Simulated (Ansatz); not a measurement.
**How far to go with the k-point mesh: LaC₂ (Imm2, 3 atoms in the cell)**

```
LaC2
1.0
   -2.00510     2.44235     2.72873
    2.00510    -2.44235     2.72873
    2.00510     2.44235    -2.72873
La C
1 2
Cartesian
  0.00000   0.00000   0.05000
  0.00000   0.65074   2.72873
  2.00510   1.79161   0.00000
```

Computed with PBEsol, default PAW files made with PBE (plane waves; Ansatz, a quantum-chemistry and plane-wave program).

Base settings: basis.ecutwfc = 30.9 Ry; kpoints.mp_grid.grid = 11 11 11; hamiltonian.xc = pbesol; hamiltonian.pseudopotentials = {kind: paw} (the program's default PAW files); scf.occupations.method = gaussian; scf.occupations.width = 0.0073 Ry.

The second cell is the first with its lattice scaled by 0.98.

Only quantities that move along the ladder and can be compared are tabulated.

The count of work is k-points × plane waves × bands × iterations; it is no time. Core times come from one kind of shared machine, to one figure; runs under 30 s give none.

The starting cell comes from a database of computed structures (which also holds hypothetical and non-ambient phases and stackings), without a prior relaxation at this level. Its lattice was rescaled by up to half a per cent. One atom was moved a little off its site on purpose. In the base run, with a pressure of about -4 GPa the cell is away from its equilibrium volume at this level. Ansatz's pressure includes its estimate of the finite-basis (Pulay) stress.

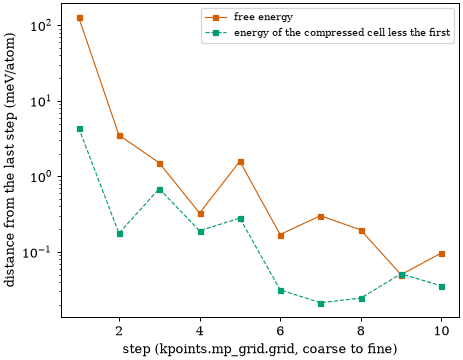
Figure: Distance from the last step along the ladder; very small values are drawn at a floor.

```csv
kpoints.mp_grid.grid,free energy less the last step's (meV/atom),energy of the compressed cell less the first (meV/atom),pressure (GPa),largest difference of a force vector from the last step's (eV/Å),count of work / last,core time / last (rough)
2 2 2,-128.20,-8.74,-4.77,0.167,0.0014,–
4 4 4,3.52,-4.17,-4.06,0.011,0.0050,–
6 6 6,1.51,-3.66,-3.98,0.045,0.013,–
8 8 8,-0.33,-4.54,-4.11,0.022,0.031,–
10 10 10,1.58,-4.07,-4.04,0.006,0.056,–
11 11 11,0.17,-4.38,-4.09,0.007,0.071,–
14 14 14,0.30,-4.37,-4.08,0.008,0.14,–
17 17 17,0.20,-4.32,-4.08,0.001,0.24,–
19 19 19,-0.01,-4.29,-4.08,0.005,0.33,0.3
23 23 23,0.10,-4.31,-4.08,0.001,0.56,0.4
28 28 28,0.00,-4.35,-4.08,0.000,1.0,1
```

Coarsest kpoints.mp_grid.grid that holds the forces within 0.01 eV/Å of the last step, with all finer ones: 10 10 10, at 0.056 of the last step's count of work; the step before is off by 0.022 eV/Å.

Coarsest kpoints.mp_grid.grid that holds the free energy within 5 meV/atom of the last step, with all finer ones: 4 4 4, at 0.0050 of the last step's count of work; the step before is off by 130 meV/atom.

Coarsest kpoints.mp_grid.grid that holds the pressure within 0.2 GPa of the last step, with all finer ones: 4 4 4, at 0.0050 of the last step's count of work; the step before is off by 0.69 GPa.

The energy difference between the two cells stays within 1 meV/atom of the last step's from 4 4 4 on, the total only from 11 11 11 on: much of the error is common to both cells and cancels.

Keys are those of Ansatz 0.2.
